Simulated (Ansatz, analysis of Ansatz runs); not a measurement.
**Vacancy with four H in Ge: local vibrational mode, PBEsol**

Subject: vacancy with four H in Ge. Wanted: its local vibrational mode, in one set-up (PBEsol, 64-site cell, PBEsol lattice, 420 eV, k: the single point 1/4 1/4 1/4). The model is a cell of 64 host atoms with 1 Ge taken out and 4 H put in. The frequencies come from force constants among the defect atom and its neighbours, with the masses of the isotopes named. A local or semilocal functional is the cheapest first rung.

Measured beforehand: Ge-H stretch, T2: 2061.5 cm⁻¹ at 9 K, by FTIR absorption, uniaxial stress, isotope substitution (“Hydrogen-Related Defects in Proton-Implanted Silicon and Germanium: An Infrared Absorption Spectroscopy Study”, 1998, Michael Budde, 1998 (PhD thesis, University of Aarhus)). The calculation is set beside it at the end.

Calculated with Ansatz 0.2.0; plane-wave PAW DFT, PBEsol; relaxation of all atoms of a defect supercell.

## 1. Set-up

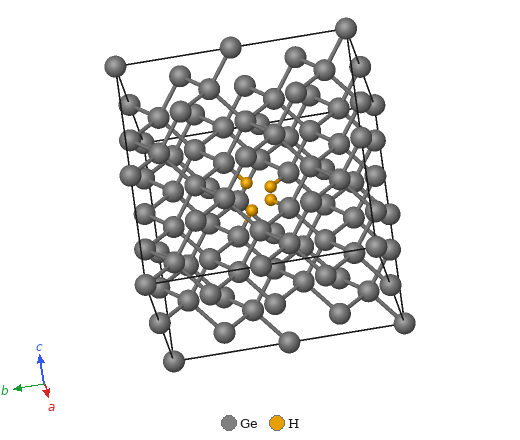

The starting structure, seen from a free direction (germanium grey, hydrogen orange). Bonds to atoms that aren't drawn are left out. Some periodic images of atoms are drawn too.

The cell holds 67 atoms: 63 Ge and 4 H. Cell: a = 11.351 Å, b = 11.351 Å, c = 11.351 Å, α = 90.0°, β = 90.0°, γ = 90.0°. It derives from Ge (space group Fd-3m). Nearest the centre at fractional (0.375, 0.375, 0.375): H64 at 0.91 Å, H67 at 0.91 Å, H66 at 0.91 Å, H65 at 0.91 Å, Ge4 at 2.46 Å, Ge48 at 2.46 Å, Ge41 at 2.46 Å, Ge26 at 2.46 Å.

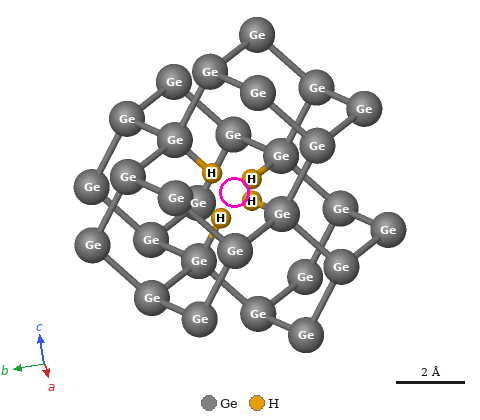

The atoms within 5 Å of the centre. A ring marks the centre wherever it is empty.

The host's primitive cell comes from a first run (plane-wave PAW DFT, PBEsol; relaxation of the host's cell and atoms): vectors of 4.013, 4.013 and 4.013 Å. That is 22.85 Å³ an atom, 0.9 % over the diffraction cell's volume. The supercell is built on it.

## 2. Relaxation, charge 0

Every later number rests on the structure around the defect, so the atoms are relaxed at the host's lattice first.

File relax/input.yaml:

```yaml
relax:
  f_tol: 0.01
  max_steps: 80
  escape_saddle: false
crystal:
  lattice:
    - [11.3511275, 0.0, 0.0]
    - [0.0, 11.3511275, 0.0]
    - [0.0, 0.0, 11.3511275]
  atoms:
    - { symbol: Ge, position: [0.0, 0.0, 0.25] }
    - { symbol: Ge, position: [0.0, 0.25, 0.0] }
    - { symbol: Ge, position: [0.25, 0.0, 0.0] }
    - { symbol: Ge, position: [0.25, 0.25, 0.25] }
    - { symbol: Ge, position: [0.125, 0.125, 0.375] }
    - { symbol: Ge, position: [0.125, 0.375, 0.125] }
    - { symbol: Ge, position: [0.375, 0.125, 0.125] }
    - { symbol: Ge, position: [0.0, 0.0, 0.75] }
    - { symbol: Ge, position: [0.0, 0.25, 0.5] }
    - { symbol: Ge, position: [0.25, 0.0, 0.5] }
    - { symbol: Ge, position: [0.25, 0.25, 0.75] }
    - { symbol: Ge, position: [0.125, 0.125, 0.875] }
    - { symbol: Ge, position: [0.125, 0.375, 0.625] }
    - { symbol: Ge, position: [0.375, 0.125, 0.625] }
    - { symbol: Ge, position: [0.375, 0.375, 0.875] }
    - { symbol: Ge, position: [0.0, 0.5, 0.25] }
    - { symbol: Ge, position: [0.0, 0.75, 0.0] }
    - { symbol: Ge, position: [0.25, 0.5, 0.0] }
    - { symbol: Ge, position: [0.25, 0.75, 0.25] }
    - { symbol: Ge, position: [0.125, 0.625, 0.375] }
    - { symbol: Ge, position: [0.125, 0.875, 0.125] }
    - { symbol: Ge, position: [0.375, 0.625, 0.125] }
    - { symbol: Ge, position: [0.375, 0.875, 0.375] }
    - { symbol: Ge, position: [0.0, 0.5, 0.75] }
    - { symbol: Ge, position: [0.0, 0.75, 0.5] }
    - { symbol: Ge, position: [0.25, 0.5, 0.5] }
    - { symbol: Ge, position: [0.25, 0.75, 0.75] }
    - { symbol: Ge, position: [0.125, 0.625, 0.875] }
    - { symbol: Ge, position: [0.125, 0.875, 0.625] }
    - { symbol: Ge, position: [0.375, 0.625, 0.625] }
    - { symbol: Ge, position: [0.375, 0.875, 0.875] }
    - { symbol: Ge, position: [0.5, 0.0, 0.25] }
    - { symbol: Ge, position: [0.5, 0.25, 0.0] }
    - { symbol: Ge, position: [0.75, 0.0, 0.0] }
    - { symbol: Ge, position: [0.75, 0.25, 0.25] }
    - { symbol: Ge, position: [0.625, 0.125, 0.375] }
    - { symbol: Ge, position: [0.625, 0.375, 0.125] }
    - { symbol: Ge, position: [0.875, 0.125, 0.125] }
    - { symbol: Ge, position: [0.875, 0.375, 0.375] }
    - { symbol: Ge, position: [0.5, 0.0, 0.75] }
    - { symbol: Ge, position: [0.5, 0.25, 0.5] }
    - { symbol: Ge, position: [0.75, 0.0, 0.5] }
    - { symbol: Ge, position: [0.75, 0.25, 0.75] }
    - { symbol: Ge, position: [0.625, 0.125, 0.875] }
    - { symbol: Ge, position: [0.625, 0.375, 0.625] }
    - { symbol: Ge, position: [0.875, 0.125, 0.625] }
    - { symbol: Ge, position: [0.875, 0.375, 0.875] }
    - { symbol: Ge, position: [0.5, 0.5, 0.25] }
    - { symbol: Ge, position: [0.5, 0.75, 0.0] }
    - { symbol: Ge, position: [0.75, 0.5, 0.0] }
    - { symbol: Ge, position: [0.75, 0.75, 0.25] }
    - { symbol: Ge, position: [0.625, 0.625, 0.375] }
    - { symbol: Ge, position: [0.625, 0.875, 0.125] }
    - { symbol: Ge, position: [0.875, 0.625, 0.125] }
    - { symbol: Ge, position: [0.875, 0.875, 0.375] }
    - { symbol: Ge, position: [0.5, 0.5, 0.75] }
    - { symbol: Ge, position: [0.5, 0.75, 0.5] }
    - { symbol: Ge, position: [0.75, 0.5, 0.5] }
    - { symbol: Ge, position: [0.75, 0.75, 0.75] }
    - { symbol: Ge, position: [0.625, 0.625, 0.875] }
    - { symbol: Ge, position: [0.625, 0.875, 0.625] }
    - { symbol: Ge, position: [0.875, 0.625, 0.625] }
    - { symbol: Ge, position: [0.875, 0.875, 0.875] }
    - { symbol: H, position: [0.328574, 0.328574, 0.328574] }
    - { symbol: H, position: [0.328574, 0.421426, 0.421426] }
    - { symbol: H, position: [0.421426, 0.328574, 0.421426] }
    - { symbol: H, position: [0.421426, 0.421426, 0.328574] }
basis:
  ecutwfc: 420
  xc_grid: 2
hamiltonian:
  xc: pbesol
kpoints:
  mp_grid: { grid: [1, 1, 1], shift: [0.25, 0.25, 0.25] }
scf:
  occupations: { method: fermi_dirac, width: 0.01 }
  max_iter: 120
output:
  forces: true
checkpoint:
  write: "../relax.run"
  compress: false
  write_wavefunctions: true
  write_every: 100000
```

Command:

```console
ansatz run input.yaml --threads 4 --pin off --max-ram 7536MiB --backend cpu --events-out ev --progress --plain --runs-dir out
```

Numbers of over 12 decimals in the logs are rounded to 6 here.

Output:

```text
[... repeated set-up lines and file paths are left out, and long positions are rounded to six places ...]
Engine: ansatz 0.2.0, aarch64-unknown-linux-gnu
Pseudopotentials: kind: paw
Pseudopotential: Ge, paw, valence charge 14, recommended cutoff 420 eV (normal), Ge.paw.azcp
Pseudopotential: H, paw, valence charge 1, recommended cutoff 420 eV (normal), H.paw.azcp
Functional definition: PBEsol
  exchange = pbesol_x
  correlation = pbesol_c
Crystal: 67 atoms, lattice volume = 1462.571 Å³
Basis set: ecut = 420 eV, 28425 PW (Γ), exchange–correlation on 160×160×160 points (8 copies of the dense FFT grid, shifted against one another)
Bands: 532, of which v1, the nominal top of the filled ones, is band 443 counted from 1 (442 counted from 0)
Symmetry: 6 space group operations
k-points: 1
Non-local potential: Ge, projectors of the file, l = 0: 2, l = 1: 2, l = 2: 3, l = 3: 1
Non-local potential: H, projectors of the file, l = 0: 2, l = 1: 1
PAW form: soft (Blöchl's): semilocal exchange-correlation on the pseudo side does not see the compensation charge
PAW frozen core: Ge, regenerated for the run's functional, and the local potential with it (the file was generated under x = pbe(κ = 0.804, μ = 0.219515), c = pbe(β = 0.066725))
PAW one-centre angular grid: Ge, 590 points (default); XC on 64 Gauss nodes
PAW one-centre angular grid: H, 110 points (default); XC on 64 Gauss nodes
Initial density: superposition of atomic densities (neutral atoms: chi_scale 0, normalization atom), corrected by the library's trained network
Initial wavefunctions: pseudopotential atomic-orbital guess
Functional: x = pbesol(κ = 0.804, μ = 0.123457), c = pbesol(β = 0.046)
SCF iter   1: F=—  HF=-268030.928027 eV  |F-HF|=—  |Δ(HF+E_count)|=         —  Δρ=4.34e-3  dr2=3.90e-1  ethr=1.77e-3  ⟨swp⟩=6.0  Hψ=1895  notcnv=0  defer=1
preconditioner: auto → Resta (q_TF=auto, 2.510 Å⁻¹)  ε∞=2.7  [insulator: Δε(μ)=0.616 eV  Ē_g=22.231 eV  σ=0.010 eV  W_gap=1.00  n_scr=388 (ndim 8)  ℏωp=28.9 eV  f_vac=0.079  D(μ)=0.00/eV (n_scr^D=0)  ε∞_Penn≈2.7]
SCF iter   2: F=—  HF=-268030.815639 eV  |F-HF|=—  |Δ(HF+E_count)|=   1.12e-1  Δρ=2.29e-3  dr2=9.25e-2  ethr=4.41e-5  ⟨swp⟩=2.0  Hψ=685  notcnv=0  defer=84
SCF iter   3: F=—  HF=-268030.808492 eV  |F-HF|=—  |Δ(HF+E_count)|=   7.15e-3  Δρ=8.92e-4  dr2=3.73e-2  ethr=1.04e-5  ⟨swp⟩=4.0  Hψ=897  notcnv=0  defer=84
SCF iter   4: F=—  HF=-268030.805547 eV  |F-HF|=—  |Δ(HF+E_count)|=   2.94e-3  Δρ=2.76e-4  dr2=2.65e-3  ethr=4.21e-6  ⟨swp⟩=2.0  Hψ=534  notcnv=0  defer=84
SCF iter   5: F=—  HF=-268030.806160 eV  |F-HF|=—  |Δ(HF+E_count)|=   6.13e-4  Δρ=1.04e-4  dr2=3.75e-4  ethr=2.99e-7  ⟨swp⟩=3.0  Hψ=889  notcnv=0  defer=84
SCF iter   6: F=—  HF=-268030.806396 eV  |F-HF|=—  |Δ(HF+E_count)|=   2.36e-4  Δρ=5.18e-5  dr2=4.48e-5  ethr=4.23e-8  ⟨swp⟩=2.0  Hψ=969  notcnv=0  defer=84
SCF iter   7: F=—  HF=-268030.806441 eV  |F-HF|=—  |Δ(HF+E_count)|=   4.44e-5  Δρ=1.38e-5  dr2=2.82e-6  ethr=5.06e-9  ⟨swp⟩=2.0  Hψ=891  notcnv=0  defer=84
SCF iter   8: F=-268030.806444 eV  HF=-268030.806444 eV  |F-HF|=3.78e-8  |Δ(HF+E_count)|=   2.86e-6  Δρ=3.93e-6  dr2=2.10e-7  ethr=2.82e-10  ⟨swp⟩=3.0  Hψ=1422  notcnv=0
SCF 1 converged in 8 iterations: F = -268030.806444 eV  dr2 = 2.10e-7
  greatest PAW one-centre occupation: 0.998 electrons in one spin orbital (limit 2), on the Ge atom at site 3 (counted from 0), in its partial waves of l = 2
relax step   1: F+E_penalty+E_count = -268030.80644356 eV  Δ(F+E_penalty+E_count) = +0.000e0 eV  max|allowed force component| = 5.613e-1 eV/Å  Δτ_max = 0.0000 Å  (8 SCF iters, dr2 threshold 2.50e-6 eV, accepted)
[... the SCF cycles and remarks between the steps are left out from here to the last step ...]
relax step   2: F+E_penalty+E_count = -268031.21233665 eV  Δ(F+E_penalty+E_count) = -4.059e-1 eV  max|allowed force component| = 1.399e-1 eV/Å  Δτ_max = 0.1984 Å  (7 SCF iters, dr2 threshold 1.97e-5 eV, accepted)
relax step   3: F+E_penalty+E_count = -268031.22794686 eV  Δ(F+E_penalty+E_count) = -1.561e-2 eV  max|allowed force component| = 6.713e-2 eV/Å  Δτ_max = 0.0175 Å  (5 SCF iters, dr2 threshold 1.22e-6 eV, accepted)
relax step   4: F+E_penalty+E_count = -268031.23525927 eV  Δ(F+E_penalty+E_count) = -7.312e-3 eV  max|allowed force component| = 2.025e-2 eV/Å  Δτ_max = 0.0188 Å  (7 SCF iters, dr2 threshold 2.82e-7 eV, accepted)
SCF iter   1: F=—  HF=-268031.235777 eV  |F-HF|=—  |Δ(HF+E_count)|=         —  Δρ=1.13e-4  dr2=1.23e-4  ethr=1.49e-7  ⟨swp⟩=4.0  Hψ=1020  notcnv=0  defer=84
SCF iter   2: F=—  HF=-268031.235750 eV  |F-HF|=—  |Δ(HF+E_count)|=   2.70e-5  Δρ=5.87e-5  dr2=3.01e-5  ethr=1.39e-8  ⟨swp⟩=2.0  Hψ=675  notcnv=0  defer=84
SCF iter   3: F=—  HF=-268031.235527 eV  |F-HF|=—  |Δ(HF+E_count)|=   2.23e-4  Δρ=7.53e-6  dr2=3.30e-6  ethr=3.39e-9  ⟨swp⟩=2.0  Hψ=606  notcnv=0  defer=84
SCF iter   4: F=—  HF=-268031.235526 eV  |F-HF|=—  |Δ(HF+E_count)|=   6.63e-7  Δρ=2.83e-6  dr2=3.20e-7  ethr=3.72e-10  ⟨swp⟩=2.0  Hψ=840  notcnv=0  defer=84
SCF iter   5: F=-268031.235526 eV  HF=-268031.235526 eV  |F-HF|=1.51e-8  |Δ(HF+E_count)|=   2.04e-8  Δρ=1.03e-6  dr2=3.11e-8  ethr=1.13e-11  ⟨swp⟩=3.0  Hψ=1422  notcnv=0
SCF 5 converged in 5 iterations: F = -268031.235526 eV  dr2 = 3.11e-8
relax step   5: F+E_penalty+E_count = -268031.23552605 eV  Δ(F+E_penalty+E_count) = -2.668e-4 eV  max|allowed force component| = 7.275e-3 eV/Å  Δτ_max = 0.0044 Å  (5 SCF iters, accepted)
NSCF: frozen V_eff on 1 k-points
the band table was solved once a step of the walk had ended and its energy, with any forces and stress, was formed, with the checks that follow a solve (1628 applications of the Hamiltonian). They found nothing against the state; [...]
SCF converged after 5 iterations
Free energy (F): -268031.235526 eV
Harris-Foulkes:  -268031.235526 eV  (|F-HF|=1.51e-8)
Internal energy: -268031.235526 eV  (E = F + TS)
E sigma→0 (E₀):  -268031.235526 eV
Fermi energy:    8.101019 eV
--- Per-component energies (eV) ---
  E_band       = -9741.550285
  E_kinetic    = 7082.639304
  E_local      = -157983.439827  (includes V_loc(G=0)·N_el)
  E_nonlocal   = 26482.145571
  E_hartree    = 69277.022146
  E_xc         = -4757.902097
  E_vxc        = -4123.771685  (∫ρ·V_xc dr)
  E_paw        = -124693.231240  (= ΣΔE_a)
  E_vpaw       = -19753.178999  (= ΣTr[D̂ρ^β])
  E_aug_tail   = 0.020269  (compensation charges beyond the density's cutoff)
  E_ewald      = -83496.319634
  E_core_change = 57.829982  (= ΣΔE_core)
  E_smearing   = -0.000000  (= −TS)
  E_closure    = -0.000000  (closes the sum)
  Σ components = -268031.235526   (vs F -268031.235526, Δ=0.00e0)
--- Forces (eV/Å), atoms counted from 1 ---
  atom   1  Ge     0.00120451     0.00120451    -0.00493224
  atom   2  Ge     0.00120451    -0.00493224     0.00120451
  [... 1 atom left out ...]
  atom   4  Ge    -0.00727479    -0.00727479    -0.00727479
  [... 17 atoms left out ...]
  atom  22  Ge     0.00089533     0.00175885     0.00020293
  [... 3 atoms left out ...]
  atom  26  Ge    -0.00433054     0.00315449     0.00315449
  [... 3 atoms left out ...]
  atom  30  Ge     0.00309884    -0.00100553    -0.00100553
  [... 10 atoms left out ...]
  atom  41  Ge     0.00315449    -0.00433054     0.00315449
  [... 6 atoms left out ...]
  atom  48  Ge     0.00315449     0.00315449    -0.00433054
  [... 15 atoms left out ...]
  atom  64  H      0.00524311     0.00524311     0.00524311
  atom  65  H      0.00410818    -0.00490512    -0.00490512
  atom  66  H     -0.00490512     0.00410818    -0.00490512
  atom  67  H     -0.00490512    -0.00490512     0.00410818
  max |Σ_I F_I| component: 5.35e-6 eV/Å
--- Band table (eV) ---
  k-point 0: bands = ["-16.6897", "-16.6897", "-16.6895", "-16.6862", [... 524 left out ...] "13.1530", "13.1530", "13.2447", "13.3767"]
--- Relaxed structure (5 steps of the walk, 5 accepted, 0 SCFs on fresh bases) ---
  F+E_penalty+E_count = -268031.23552605 eV   max|allowed force component| = 7.275e-3 eV/Å
  atoms:
    - { symbol: Ge, position: [-0.000694, -0.000694, 0.249918] }
    - { symbol: Ge, position: [-0.000694, 0.249918, -0.000694] }
    [... 1 atom left out ...]
    - { symbol: Ge, position: [0.242765, 0.242765, 0.242765] }
    [... 17 atoms left out ...]
    - { symbol: Ge, position: [0.374992, 0.627671, 0.122706] }
    [... 3 atoms left out ...]
    - { symbol: Ge, position: [0.240724, 0.508638, 0.508638] }
    [... 3 atoms left out ...]
    - { symbol: Ge, position: [0.375372, 0.627150, 0.627150] }
    [... 10 atoms left out ...]
    - { symbol: Ge, position: [0.508638, 0.240724, 0.508638] }
    [... 6 atoms left out ...]
    - { symbol: Ge, position: [0.508638, 0.508638, 0.240724] }
    [... 15 atoms left out ...]
    - { symbol: H, position: [0.322105, 0.322105, 0.322105] }
    - { symbol: H, position: [0.314860, 0.428211, 0.428211] }
    - { symbol: H, position: [0.428211, 0.314860, 0.428211] }
    - { symbol: H, position: [0.428211, 0.428211, 0.314860] }
```

Run time: 3.5 min. Hardware: 4 threads of Arm Neoverse V2, shared host; peak memory 4.2 GiB.

[end of part 1 of 2]

[Logs are printed without paths, hosts, clocks, repeated set-up lines and the standing remarks that a program may print on its own settings, such as how far it seeks lower states.]

[Hosts, paths, dates, database ids (printed as entryN), source tags and the programs' standing remarks are cut or masked in the printed files.]

[For some hosts the program warned that the k-mesh of the response run may be too coarse for force constants and the static dielectric constant; such warnings are not shown here.]
